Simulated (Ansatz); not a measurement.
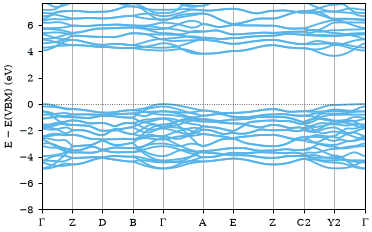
*Band structure from DFT-PBE in the program Ansatz with PAW potentials*

Task: Read off the gap and where the band edges lie.

Result: About 3.7 eV (3.66 eV by a search for the band edges); maximum at Γ, minimum at Y2.

The material is ZrO2 in space group P2_1/c (No. 14; Zr on 4e, O on 4e, O on 4e).

The PBE relaxation kept the symmetry of its start. No spin polarisation was allowed. Scalar-relativistic: spin–orbit coupling is off unless named, which matters more the heavier the elements.

Potentials: the earlier of the program's two PAW sets.
